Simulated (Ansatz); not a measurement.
**Fields on a plane of ZrO2 (fluorite)**

```
CELL_PARAMETERS angstrom
      0.00000     2.53204     2.53204
      2.53204     0.00000     2.53204
      2.53204     2.53204     0.00000
ATOMIC_POSITIONS crystal
  Zr 0.00000 0.00000 0.00000
  O  0.25000 0.25000 0.25000
  O  0.75000 0.75000 0.75000
```

The slice is a {110} plane (indices of the conventional cell) through the point (0.000, 0.000, 0.000) (fractional), spanned by u = [100] and v = [1 -1 -1] in vectors of this cell: u (3.58 Å) and v (5.06 Å, at 90° to u). It covers one period; positions are fractions (u, v).

Atoms on it: Zr at (0.00, 0.00); O at (0.50, 0.75); O at (0.50, 0.25).

These are PBEsol (plane waves to 420 eV, PAW, scalar-relativistic; Ansatz, a program for electronic structure) values and carry that method's errors. k mesh 11×11×11. These are valence fields of a PAW run, semicore shells included where kept as valence: close to a nucleus they are smooth pseudo fields. This is a high-temperature form of ZrO2. ZrO2 is run without spin polarisation. ZrO2 was relaxed with its symmetry unable to fall.

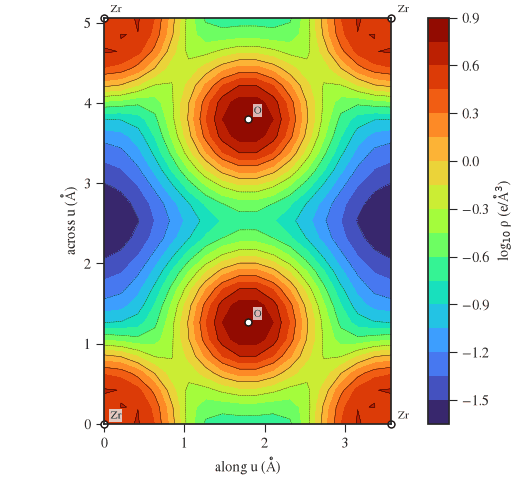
Log₁₀ of the valence density in e/Å³, one period of the plane, atoms marked. The scale is logarithmic, as a density can span decades between atoms and voids.

```
|xxxxxxxxxx  ::**%%%%**::  xxxxxxxx|
|xxxxxxxx    ::++xxxx++--    xxxxxx|
|xxxxxxxx    xxxxxxxxxxxx    xxxxxx|
|xxxx      xxxxxxxxxxxxxxxx      xx|
|        --xxxxxxxxxxxxxxxx--      |
|  ..--++**xxxxxxxxxxxxxxxx**++--..|
|++++**####xxxxxxxxxxxxxxxx####**++|
|##%%%%@@%%xxxxxxxxxxxxxxxx%%@@%%%%|
|@@@@@@@@@@%%xxxxxxxxxxxx%%@@@@@@@@|
|@@@@@@@@@@@@%%##xxxx##%%@@@@@@@@@@|
|@@@@@@@@@@@@%%%%%%%%%%%%@@@@@@@@@@|
|@@@@@@@@@@@@%%%%%%%%%%%%@@@@@@@@@@|
|@@@@@@@@@@@@%%%%%%%%%%%%@@@@@@@@@@|
|@@@@@@@@@@@@%%##xxxx##%%@@@@@@@@@@|
|@@@@@@@@@@%%xxxxxxxxxxxx%%@@@@@@@@|
|##%%%%@@%%xxxxxxxxxxxxxxxx%%@@%%%%|
|++++**####xxxxxxxxxxxxxxxx####**++|
|  ..--++**xxxxxxxxxxxxxxxx**++--..|
|        --xxxxxxxxxxxxxxxx--      |
|xxxx      xxxxxxxxxxxxxxxx      xx|
|xxxxxxxx    xxxxxxxxxxxx    xxxxxx|
|xxxxxxxx    --++xxxx++::    xxxxxx|
|xxxxxxxxxx  ::**%%%%**::  xxxxxxxx|
|xxxxxxxxxx  ..**%%%%**..  xxxxxxxx|
```
Scale: ten equal steps from 3.00 (start of ' ') to 11.54 (end of '@'), in the order ' .:-=+*#%@'. Values: electrostatic potential energy of an electron, from the cell's mean, in eV. The map has 17 points along u (two characters each, u = 0 at the left) and 24 along v (v = 0 in the bottom row). Points within 0.9 Å of a nucleus are blanked (x), as the pseudised field means little there. Values under 3 eV are set to 3. The zero, the cell's mean, hangs on the PAW cores.

| Property | Result |
|---|---|
| Density on the Zr–O line (2.19 Å) at its density minimum, 1.1 Å from Zr | 0.54 e/Å³ |
| ELF at that point | 0.2 |
